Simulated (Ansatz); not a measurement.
## Ca3GeS in Imma, a phase reached by a soft mode: following an unstable mode

Wanted: the energy along a soft mode of Ca3GeS in Imma, a phase reached by a soft mode and the structure at the end.

Method: DFT PBEsol, scalar-relativistic, plane waves, PAW; PAW set soft_1, in Ansatz 0.2.0.

The structure was built from a prototype and need not be the compound's stable phase.

In doubt: the program warns that the response may not be converged on this k-mesh (step 2), which bears on the force constants and all frequencies.

## (1) The structure

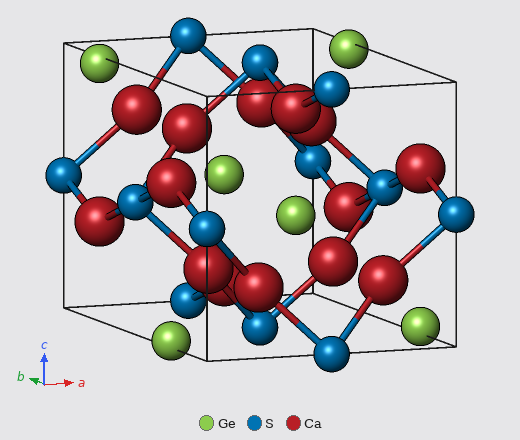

The cell as given, slightly off an axis (germanium green, sulfur blue, calcium red). This picture shows the conventional cell, with its axes. Some periodic images of atoms are drawn too.

As a file:

```cif
data_structure
_symmetry_space_group_name_H-M 'P 1'
_symmetry_Int_Tables_number 1
_cell_length_a 7.3444
_cell_length_b 7.3444
_cell_length_c 7.3444
_cell_angle_alpha 121.068
_cell_angle_beta 88.107
_cell_angle_gamma 121.129
_cell_volume 275.31
loop_
_atom_site_label
_atom_site_type_symbol
_atom_site_fract_x
_atom_site_fract_y
_atom_site_fract_z
_atom_site_occupancy
Ge1 Ge 0.77665 0.02665 0.75000 1
Ge2 Ge 0.22335 0.97335 0.25000 1
S3 S 0.00000 0.50000 0.50000 1
S4 S 0.50000 0.50000 0.00000 1
Ca5 Ca 0.62642 0.37642 0.25000 1
Ca6 Ca 0.37358 0.62358 0.75000 1
Ca7 Ca 0.82498 0.50000 0.82498 1
Ca8 Ca 0.17502 0.50000 0.17502 1
Ca9 Ca 0.17502 0.00000 0.67502 1
Ca10 Ca 0.82498 0.00000 0.32498 1
```

## (2) Modes at Γ

This phase was reached earlier by freezing in an unstable mode of a structure of higher symmetry and relaxing. Its zone-centre modes can show that it is still unstable.

File input.yaml:

```yaml
crystal:
  lattice:
    - [-3.61272072, 5.278318694, 3.6093241085]
    - [3.61272072, -5.278318694, 3.6093241085]
    - [3.61272072, 5.278318694, -3.6093241085]
  atoms:
    - { symbol: Ge, position: [0.7766534745, 0.0266534745, 0.75] }
    - { symbol: Ge, position: [0.2233465255, 0.9733465255, 0.25] }
    - { symbol: S, position: [0.0, 0.5, 0.5] }
    - { symbol: S, position: [0.5, 0.5, 0.0] }
    - { symbol: Ca, position: [0.6264154832, 0.3764154832, 0.25] }
    - { symbol: Ca, position: [0.3735845168, 0.6235845168, 0.75] }
    - { symbol: Ca, position: [0.8249753778, 0.5, 0.8249753778] }
    - { symbol: Ca, position: [0.1750246222, 0.5, 0.1750246222] }
    - { symbol: Ca, position: [0.1750246222, 0.0, 0.6750246222] }
    - { symbol: Ca, position: [0.8249753778, 0.0, 0.3249753778] }
kpoints:
  mp_grid: { grid: [6, 6, 6] }
hamiltonian:
  xc: pbesol
  pseudopotentials: { kind: paw, azcp: { folder: soft_1 }, xc_functional: pbe }
scf:
  occupations: { method: fixed }
output:
  eigenvalues: true
phonons:
  method: dfpt
  dielectric: true
  rigid_motions: translations
```

Started as:

```console
$ ansatz run input.yaml --threads 4 --pin off --max-ram 16384MiB --backend cpu --events-out ev --progress --plain --runs-dir out
```

Numbers of over 12 decimals in the logs are rounded to 6 here.

The log of the run:

```text
Engine: ansatz 0.2.0, aarch64-unknown-linux-gnu
Pseudopotentials: kind: paw
Pseudopotential: Ge, paw, valence charge 14, recommended cutoff 420 eV (normal), soft_1/Ge.paw.azcp
Pseudopotential: S, paw, valence charge 6, recommended cutoff 420 eV (normal), soft_1/S.paw.azcp
Pseudopotential: Ca, paw, valence charge 10, recommended cutoff 420 eV (normal), soft_1/Ca.paw.azcp
Functional definition: PBEsol
  exchange = pbesol_x
  correlation = pbesol_c
Crystal: 10 atoms, lattice volume = 275.306 Å³
Basis set: ecut = 420 eV, 5337 PW (Γ), exchange–correlation on 100×100×100 points (8 copies of the dense FFT grid, shifted against one another)
Bands: 60, of which v1, the nominal top of the filled ones, is band 50 counted from 1 (49 counted from 0)
Symmetry: 8 space group operations
k-points: 112 of 216 (irreducible under 1 space group operation, time reversal used)
Non-local potential: Ge, projectors of the file, l = 0: 2, l = 1: 2, l = 2: 3, l = 3: 1
Non-local potential: S, projectors of the file, l = 0: 2, l = 1: 2, l = 2: 1
Non-local potential: Ca, projectors of the file, l = 0: 3, l = 1: 2, l = 2: 2
PAW form: soft (Blöchl's): semilocal exchange-correlation on the pseudo side does not see the compensation charge
PAW frozen core: Ge, regenerated for the run's functional, and the local potential with it (the file was generated under x = pbe(κ = 0.804, μ = 0.219515), c = pbe(β = 0.066725))
PAW frozen core: S, regenerated for the run's functional, and the local potential with it (the file was generated under x = pbe(κ = 0.804, μ = 0.219515), c = pbe(β = 0.066725))
PAW frozen core: Ca, regenerated for the run's functional, and the local potential with it (the file was generated under x = pbe(κ = 0.804, μ = 0.219515), c = pbe(β = 0.066725))
PAW one-centre angular grid: Ge, 590 points (default); XC on 64 Gauss nodes
PAW one-centre angular grid: S, 110 points (default); XC on 64 Gauss nodes
PAW one-centre angular grid: Ca, 110 points (default); XC on 64 Gauss nodes
Initial density: superposition of atomic densities (chi_scale 0.1, normalization cell, long waves kept (reshape's long-wave potential 0.00 eV rms))
Initial wavefunctions: pseudopotential atomic-orbital guess
Functional: x = pbesol(κ = 0.804, μ = 0.123457), c = pbesol(β = 0.046)
SCF iter   1: F=—  HF=-21052.581914 eV  |F-HF|=—  |Δ(HF+E_count)|=         —  Δρ=3.75e-2  dr2=6.25e0  ethr=3.10e-3  ⟨swp⟩=6.2  Hψ=24147  notcnv=0  defer=643
preconditioner: auto → Resta (q_TF=auto, 2.305 Å⁻¹)  ε∞=7.6  [insulator: Δε(μ)=0.304 eV  Ē_g=4.600 eV  n_scr=58 (ndim 8)  ℏωp=11.8 eV  f_vac=0.000  ε∞_Penn≈7.6]
SCF iter   2: F=—  HF=-21050.820974 eV  |F-HF|=—  |Δ(HF+E_count)|=    1.76e0  Δρ=1.70e-2  dr2=1.34e0  ethr=3.10e-3  ⟨swp⟩=3.0  Hψ=12764  notcnv=0  defer=671
SCF iter   3: F=—  HF=-21050.515210 eV  |F-HF|=—  |Δ(HF+E_count)|=   3.06e-1  Δρ=7.05e-3  dr2=2.00e-1  ethr=1.34e-3  ⟨swp⟩=3.1  Hψ=16644  notcnv=0  defer=847
SCF iter   4: F=—  HF=-21050.485402 eV  |F-HF|=—  |Δ(HF+E_count)|=   2.98e-2  Δρ=2.78e-3  dr2=3.22e-2  ethr=2.00e-4  ⟨swp⟩=2.3  Hψ=12924  notcnv=0  defer=887
SCF iter   5: F=—  HF=-21050.480859 eV  |F-HF|=—  |Δ(HF+E_count)|=   4.54e-3  Δρ=8.19e-4  dr2=1.89e-3  ethr=3.22e-5  ⟨swp⟩=2.7  Hψ=11733  notcnv=0  defer=886
SCF iter   6: F=—  HF=-21050.481313 eV  |F-HF|=—  |Δ(HF+E_count)|=   4.54e-4  Δρ=1.59e-4  dr2=9.60e-5  ethr=1.89e-6  ⟨swp⟩=2.0  Hψ=11636  notcnv=0  defer=896
SCF iter   7: F=—  HF=-21050.481324 eV  |F-HF|=—  |Δ(HF+E_count)|=   1.14e-5  Δρ=4.22e-5  dr2=9.30e-6  ethr=9.60e-8  ⟨swp⟩=3.0  Hψ=12060  notcnv=0  defer=863
SCF iter   8: F=—  HF=-21050.481335 eV  |F-HF|=—  |Δ(HF+E_count)|=   1.09e-5  Δρ=1.12e-5  dr2=5.55e-7  ethr=9.30e-9  ⟨swp⟩=2.0  Hψ=11388  notcnv=0  defer=683
SCF iter   9: F=—  HF=-21050.481142 eV  |F-HF|=—  |Δ(HF+E_count)|=   1.93e-4  Δρ=3.08e-6  dr2=4.41e-8  ethr=5.55e-10  ⟨swp⟩=2.0  Hψ=11644  notcnv=0  defer=533
SCF iter  10: F=—  HF=-21050.481142 eV  |F-HF|=—  |Δ(HF+E_count)|=  6.58e-10  Δρ=7.82e-7  dr2=2.16e-9  ethr=4.41e-11  ⟨swp⟩=2.0  Hψ=11388  notcnv=0  defer=533
SCF iter  11: F=—  HF=-21050.481142 eV  |F-HF|=—  |Δ(HF+E_count)|=  3.49e-10  Δρ=2.44e-7  dr2=2.20e-10  ethr=2.16e-12  ⟨swp⟩=2.0  Hψ=11388  notcnv=0  defer=533
SCF iter  12: F=-21050.481142 eV  HF=-21050.481142 eV  |F-HF|=1.46e-11  |Δ(HF+E_count)|=  5.46e-11  Δρ=6.29e-8  dr2=1.68e-11  ethr=1.00e-12  ⟨swp⟩=21.5  Hψ=48143  notcnv=0
SCF 1 converged in 12 iterations: F = -21050.481142 eV  dr2 = 1.68e-11
  greatest PAW one-centre occupation: 0.998 electrons in one spin orbital (limit 2), on the Ge atom at site 1 (counted from 0), in its partial waves of l = 2
NSCF: frozen V_eff on 5 k-points
DFPT response loops at Γ: preconditioner auto → Resta (q_TF=auto, 2.305 Å⁻¹)  ε∞=10.0 (no band partly filled); β = 1.00, the filter's whole step (`scf.mixing.beta` (0.50) is not read by the response loops at its default; to damp them type it under 1.00, their step now; it binds the ground state too); Broyden in place of MSR1
── the response to a field inside a basis, on 8×10×8 k-points: an SCF that follows is theirs, and a resumed run solves both again ──
Bands: 51, of which v1, the nominal top of the filled ones, is band 50 counted from 1 (49 counted from 0)
k-points: 320 of 640 (irreducible under 2 space group operations)
Initial density: handed on by an earlier stage of this run
Initial wavefunctions: pseudopotential atomic-orbital guess (no wavefunctions were taken with the density)
Eigensolver: Dense (320 Hₖ)
SCF iter   1: F=—  HF=-21050.344203 eV  |F-HF|=—  |Δ(HF+E_count)|=         —  Δρ=2.33e-4  dr2=4.99e-5  ethr=1.00e-1
preconditioner: auto → Resta (q_TF=auto, 2.305 Å⁻¹)  ε∞=8.7  [insulator: Δε(μ)=0.655 eV  Ē_g=4.264 eV  n_scr=58 (ndim 8)  ℏωp=11.8 eV  f_vac=0.000  ε∞_Penn≈8.7]
SCF iter   2: F=—  HF=-21050.344226 eV  |F-HF|=—  |Δ(HF+E_count)|=   2.29e-5  Δρ=1.28e-4  dr2=1.65e-5  ethr=4.99e-8
SCF iter   3: F=—  HF=-21050.344237 eV  |F-HF|=—  |Δ(HF+E_count)|=   1.14e-5  Δρ=1.13e-5  dr2=4.24e-7  ethr=1.65e-8
SCF iter   4: F=-21050.344237 eV  HF=-21050.344237 eV  |F-HF|=9.44e-8  |Δ(HF+E_count)|=   6.70e-8  Δρ=4.69e-6  dr2=8.27e-8  ethr=4.24e-10
SCF 1 converged in 4 iterations: F = -21050.344237 eV  dr2 = 8.27e-8
  greatest PAW one-centre occupation: 0.998 electrons in one spin orbital (limit 2), on the Ge atom at site 0 (counted from 0), in its partial waves of l = 2
DFPT response loops at Γ: preconditioner auto → Resta (q_TF=auto, 2.305 Å⁻¹)  ε∞=9.6 (no band partly filled); β = 1.00, the filter's whole step (`scf.mixing.beta` (0.50) is not read by the response loops at its default; to damp them type it under 1.00, their step now; it binds the ground state too); Broyden in place of MSR1
WARN: field response: ε∞ stands inside a basis, on 8×10×8 points; the force constants stand on the 6×6×6 k-mesh, whose period is 10.39 times the interband length at k = (0.0000, 0.0000, 0.0000), direct gap 0.828 eV, under 14: take them and everything formed from them as unconverged, and compare with a denser kpoints.mp_grid
SCF converged after 12 iterations
Free energy (F): -21050.481142 eV
Harris-Foulkes:  -21050.481142 eV  (|F-HF|=1.46e-11)
Internal energy: -21050.481142 eV  (E = F + TS)
E sigma→0 (E₀):  -21050.481142 eV
Fermi energy:    6.886096 eV
--- Per-component energies (eV) ---
  E_band       = -1205.479363
  E_kinetic    = 1925.419872
  E_local      = -9764.719205  (includes V_loc(G=0)·N_el)
  E_nonlocal   = 1051.888830
  E_hartree    = 3930.537170
  E_xc         = -1079.653186
  E_vxc        = -1245.865600  (∫ρ·V_xc dr)
  E_paw        = -10189.114811  (= ΣΔE_a)
  E_vpaw       = -1033.277668  (= ΣTr[D̂ρ^β])
  E_aug_tail   = 0.000004  (compensation charges beyond the density's cutoff)
  E_ewald      = -6927.512357
  E_core_change = 2.672541  (= ΣΔE_core)
  E_smearing   = -0.000000  (= −TS)
  E_closure    = -0.000000  (closes the sum)
  Σ components = -21050.481142   (vs F -21050.481142, Δ=0.00e0)
--- Band table (eV; the first three rows and the last of 112) ---
  k-point 0: bands = [... 46 lower, 5.9422, 6.5216, 6.5992, 6.6528, 7.4810, 7.7049, 7.7708, 8.3807, ... 6 higher]
  k-point 1: bands = [... 46 lower, 5.9420, 6.1134, 6.4287, 6.4837, 7.8634, 7.8904, 8.1106, 8.2412, ... 6 higher]
  k-point 2: bands = [... 46 lower, 5.7930, 5.9276, 6.1917, 6.2159, 8.0584, 8.2133, 8.3681, 8.4053, ... 6 higher]
  k-point 111: bands = [... 46 lower, 5.7034, 6.0647, 6.1418, 6.8861, 7.5123, 7.7633, 8.0866, 8.3448, ... 6 higher]
--- Phonons (Γ-DFPT): 12 representative perturbations + reference, on 112 of 216 k-points (Σ response iterations 48) ---
  k mesh reduced under 1 symmetry operation, with k and −k counted as one. Each operation leaves every solved perturbation unchanged. A smaller set is not considered because the run solves the response to a homogeneous field
  ASR residual: 1.538e-4 → 0.000e0 eV/Å²; symmetrization residual: 5.303e-5 eV/Å²
  ASR residual per site (eV/Å²): 5.66e-5 5.66e-5 3.88e-5 3.88e-5 1.54e-4 1.54e-4 1.12e-4 1.12e-4 1.12e-4 1.12e-4
  Γ frequencies (cm⁻¹): -40.14 0.00 0.00 0.00 56.19 75.66 98.50 106.25 114.83 118.92 123.28 132.28 135.22 138.47 139.01 150.13 154.19 159.25 162.17 190.39 191.54 201.07 222.37 227.92 251.45 269.88 293.78 299.78 323.32 343.07
  ε∞ (high-frequency dielectric tensor):
       12.775452     0.000000     0.000000
        0.000000    12.006928     0.000000
        0.000000     0.000000    12.312076
  softest optical mode at Γ: -40.14 cm⁻¹; the repairs (sum rule, projections) moved no ω² at Γ by more than (3.88 cm⁻¹)²
  Born effective charges Z* (e; rows j = field, columns β = displacement):
    site 0:
        -3.53173    0.00000    0.00000
        -0.00000   -2.86579    0.00000
         0.00000    0.00000   -3.57087
    site 1:
        -3.53173    0.00000    0.00000
        -0.00000   -2.86579    0.00000
         0.00000    0.00000   -3.57087
    site 2:
        -2.91704    0.00000    0.00000
        -0.00000   -2.90147   -0.16789
         0.00000    0.73019   -2.71600
    site 3:
        -2.91704    0.00000    0.00000
        -0.00000   -2.90147    0.16789
         0.00000   -0.73019   -2.71600
    site 4:
         2.23426    0.00000   -0.00000
        -0.00000    1.60581    0.00000
         0.00000    0.00000    2.40258
    site 5:
         2.23426    0.00000    0.00000
        -0.00000    1.60581    0.00000
         0.00000    0.00000    2.40258
    site 6:
         2.10726    0.00000    0.37983
         0.00000    2.08072    0.00000
         0.39773    0.00000    1.94215
    site 7:
         2.10726    0.00000    0.37983
        -0.00000    2.08072    0.00000
         0.39773    0.00000    1.94215
    site 8:
         2.10726    0.00000   -0.37983
         0.00000    2.08072    0.00000
        -0.39773    0.00000    1.94215
    site 9:
         2.10726    0.00000   -0.37983
        -0.00000    2.08072    0.00000
        -0.39773    0.00000    1.94215
  Z* charge neutrality: 7.712e-2 e pre-enforcement
  solved inside a basis spanned on kpoints, on 8×10×8 k-points, its susceptibility summed on 10×12×10: ε∞ is read to err by 5.7e-2, Z* by 4.0e-2 e (field_mesh: kpoints solves on kpoints); Z* is corrected for what the basis lacks
  optical modes at Γ without the LO–TO term, one row a degenerate level:
      ω (cm⁻¹)  modes    IR ((D/Å)²/amu)
        -40.14      1             6.0759
         56.19      1             0.0000
         75.66      1             0.0000
         98.50      1             0.0000
        106.25      1             0.0000
        114.83      1             2.4581
        118.92      1             0.0000
[...]
optical modes at Γ + LO–TO along q̂ = [1.0000, 0.0000, 0.0000]:
      ω (cm⁻¹)  modes    IR ((D/Å)²/amu)
[...]
optical modes at Γ + LO–TO along q̂ = [0.0000, 1.0000, 0.0000]:
      ω (cm⁻¹)  modes    IR ((D/Å)²/amu)
[...]
optical modes at Γ + LO–TO along q̂ = [0.0000, 0.0000, 1.0000]:
      ω (cm⁻¹)  modes    IR ((D/Å)²/amu)
[...]
162.17      1             0.0000
        191.54      1             0.0000
        201.07      1             0.0000
        208.70      1             5.6087
        227.92      1             0.0000
        234.90      1            13.6465
        251.45      1             6.8508
        269.88      1             0.0000
        293.78      1             6.7546
        299.78      1             0.0000
        323.32      1            13.6614
        354.30      1            14.8275
```

Run time: 28 min. Hardware: 4 threads of Arm Neoverse V1, shared host; peak memory 7.8 GiB.

Numbers from this step:

```yaml
gap_on_the_k_mesh: 0.5949 eV
volume_per_atom: 27.53 Å³
sum_rule_residual_before_enforcement: 1.54e-4 eV/Å²
miss_of_the_charge_sum_rule: 0.07712 e
estimated_error_of_the_dielectric_tensor: 0.05704
estimated_error_of_the_born_charges: 0.03981 e
point_group: mmm
highest_optical_mode_at_the_zone_centre_no_lo_to_term: 343.1 cm⁻¹
lowest_optical_zone_centre_mode: -40.14 cm⁻¹
mean_high_frequency_dielectric_constant: 12.36
largest_born_charge_third_of_the_trace: -3.323 e
top_of_the_zone_centre_spectrum_with_the_field: 354.3 cm⁻¹
```

Patterns of degenerate modes are one choice out of their space. Modes at Γ, with each element's share of the kinetic energy (negative means imaginary):

```csv
mode,frequency (cm⁻¹),symmetry,Ge %,S %,Ca %
1,-40.1,B3u,24,0,76
2,0.0,acoustic,32,14,53
3,0.0,acoustic,32,14,53
4,0.0,acoustic,32,14,53
5,56.2,B2g,30,0,70
6,75.7,B1g,0,0,100
7,98.5,B3g,93,0,7
8,106.2,Au,0,6,94
9,114.8,B2u,57,18,24
10,118.9,Ag,73,0,27
11,123.3,B2g,70,0,30
12,132.3,B1u,43,13,44
13,135.2,B3u,23,29,47
14,138.5,B2u,10,24,66
15,139.0,B3u,21,3,76
16,150.1,Ag,13,0,87
17,154.2,B1u,7,16,76
18,159.2,B3g,7,0,93
19,162.2,B2g,1,0,99
20,190.4,B1u,15,25,59
21,191.5,B3g,0,0,100
22,201.1,Ag,14,0,86
23,222.4,B1u,2,78,20
24,227.9,B1g,0,0,100
25,251.4,B2u,0,50,49
26,269.9,Au,0,94,6
27,293.8,B2u,0,93,7
28,299.8,B3g,0,0,100
29,323.3,B3u,0,53,47
30,343.1,B1u,0,53,47
```

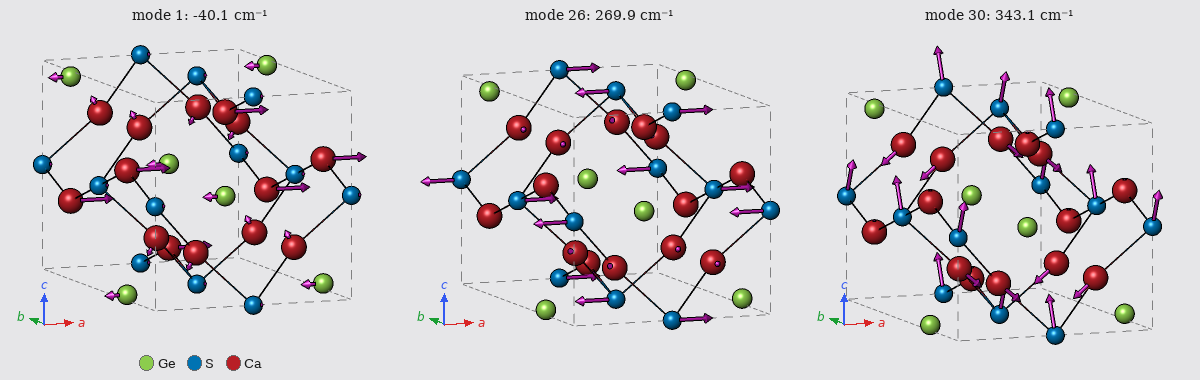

Displacement patterns of modes 1, 26 and 30 at Γ; arrows are exaggerated. Some periodic images of atoms are drawn too.

Before it was imposed, the acoustic sum rule was missed by 1.5e-4 eV/Å² and the charge sum rule by 0.077 e. The charge miss is large and points to the mesh or the basis. The lowest optical mode is imaginary, 40.1i cm⁻¹, so the energy falls along it.

The log warns of the k mesh: “the force constants stand on the 6×6×6 k-mesh, whose period is 10.39 times the interband length at k = (0.0000, 0.0000, 0.0000), direct gap 0.828 eV, under 14: take them and everything formed from them as unconverged”.

## (3) The mode frozen in, largest atomic shift 0 Å

The mode followed lies at Γ with frequency 40.1i cm⁻¹, the softest among the wavevectors solved. At small amplitude the distorted cell has space group no. 46 by a symmetry search on the positions. The undistorted cell that holds it gives the zero of energy on the same k mesh.

Changes to input.yaml since step 2:

```diff
@@ -22,8 +22,6 @@
 scf:
-  occupations: { method: fixed }
+  occupations: { method: gaussian, width: 0.02 }
 output:
+  forces: true
+  stress: true
   eigenvalues: true
-phonons:
-  method: dfpt
-  dielectric: true
-  rigid_motions: translations
```

The log of the run:

```text
[...]
Crystal: 10 atoms, lattice volume = 275.306 Å³
Basis set: ecut = 420 eV, 5337 PW (Γ), exchange–correlation on 100×100×100 points (8 copies of the dense FFT grid, shifted against one another)
Bands: 60, of which v1, the nominal top of the filled ones, is band 50 counted from 1 (49 counted from 0)
Symmetry: 8 space group operations
[...]
k-points: 46 of 216
[...]
k-point 0: bands = [... 46 lower, 5.9423, 6.5216, 6.5992, 6.6528, 7.4810, 7.7049, 7.7708, 8.3807, ... 5 higher]
  k-point 1: bands = [... 46 lower, 5.9421, 6.1134, 6.4288, 6.4837, 7.8634, 7.8904, 8.1106, 8.2412, ... 5 higher]
  k-point 2: bands = [... 46 lower, 5.7930, 5.9277, 6.1917, 6.2159, 8.0584, 8.2133, 8.3680, 8.4053, ... 5 higher]
  k-point 45: bands = [... 46 lower, 5.7034, 6.0647, 6.1417, 6.8861, 7.5123, 7.7632, 8.0866, 8.3447, ... 5 higher]
[key lines of the parts left out:]
SCF converged after 9 iterations
Free energy (F): -21050.481142 eV
Fermi energy:    7.183558 eV
P = ⅓ Tr σ = 0.0023 GPa (0.023 kbar)
```

It took 15 s on 4 threads; peak memory 1 GiB; 58 s of CPU time.

Numbers from this step:

| Quantity | Value |
| --- | --- |
| pressure | 0.002333 GPa |
| energy from the undistorted cell | 0 meV/atom |

At this level the gap is 0.59 eV on the k-mesh of the self-consistent run, which can miss the band edges.

## (4) The mode frozen in, largest atomic shift 0.32 Å

The atoms are moved along the unstable eigenvector, the largest shift by 0.32 Å, with the cell fixed.

input.yaml, the sections that differ from step 3:

```yaml
crystal:
  lattice:
    - [-3.61272072, 5.278318694, 3.6093241085]
    - [3.61272072, -5.278318694, 3.6093241085]
    - [3.61272072, 5.278318694, -3.6093241085]
  atoms:
    - { symbol: Ge, position: [0.7766534745, 0.0464860262, 0.7698325517] }
    - { symbol: Ge, position: [0.2233465255, 0.9931790772, 0.2698325517] }
    - { symbol: S, position: [0.0, 0.496150535, 0.496150535] }
    - { symbol: S, position: [0.5, 0.496150535, -0.003849465] }
    - { symbol: Ca, position: [0.6264154832, 0.3321275317, 0.2057120485] }
    - { symbol: Ca, position: [0.3735845168, 0.5792965653, 0.7057120485] }
    - { symbol: Ca, position: [0.8357727364, 0.5165105695, 0.8306885887] }
    - { symbol: Ca, position: [0.1858219808, 0.5165105695, 0.1807378331] }
    - { symbol: Ca, position: [0.1642272636, -0.0050841476, 0.6807378331] }
    - { symbol: Ca, position: [0.8141780192, -0.0050841476, 0.3306885887] }
# kpoints, hamiltonian, scf, output: as in step 3
```

The log of the run:

```text
[...]
Crystal: 10 atoms, lattice volume = 275.306 Å³
Basis set: ecut = 420 eV, 5337 PW (Γ), exchange–correlation on 100×100×100 points (8 copies of the dense FFT grid, shifted against one another)
Bands: 60, of which v1, the nominal top of the filled ones, is band 50 counted from 1 (49 counted from 0)
Symmetry: 4 space group operations
[...]
k-point 0: bands = [... 46 lower, 5.9304, 6.4888, 6.5993, 6.6036, 7.4870, 7.6664, 7.7921, 8.4808, ... 5 higher]
  k-point 1: bands = [... 46 lower, 5.9345, 6.1030, 6.4380, 6.4463, 7.7912, 7.8541, 8.1015, 8.3413, ... 5 higher]
  k-point 2: bands = [... 46 lower, 5.7840, 5.9230, 6.1926, 6.2010, 7.9579, 8.2012, 8.3416, 8.3822, ... 5 higher]
  k-point 45: bands = [... 46 lower, 5.6989, 6.0403, 6.1531, 6.8177, 7.4865, 7.9240, 8.0964, 8.3074, ... 5 higher]
[key lines of the parts left out:]
SCF converged after 9 iterations
Free energy (F): -21050.499682 eV
Fermi energy:    7.152013 eV
P = ⅓ Tr σ = 0.0308 GPa (0.308 kbar)
```

Run time: 23 s. Hardware: 4 threads; peak memory 0.96 GiB; 92 s of CPU time.

Numbers from this step:

* pressure: 0.03080 GPa
* gap on the k-mesh: 0.6688 eV
* energy from the undistorted cell: -1.854 meV/atom

The energy, extrapolated to zero smearing, is -1.85 meV/atom against the undistorted cell.

The run ends at a pressure of 0.03 GPa, with forces up to 0.071 eV/Å.

(Part 1 of 2 ends here.)

[Logs are printed without paths, hosts, clocks, repeated set-up lines and the standing remarks that a program may print on its own settings, such as how far it seeks lower states.]

[Hosts, paths, dates, database ids (printed as entryN), source tags and the programs' standing remarks are cut or masked in the printed files.]
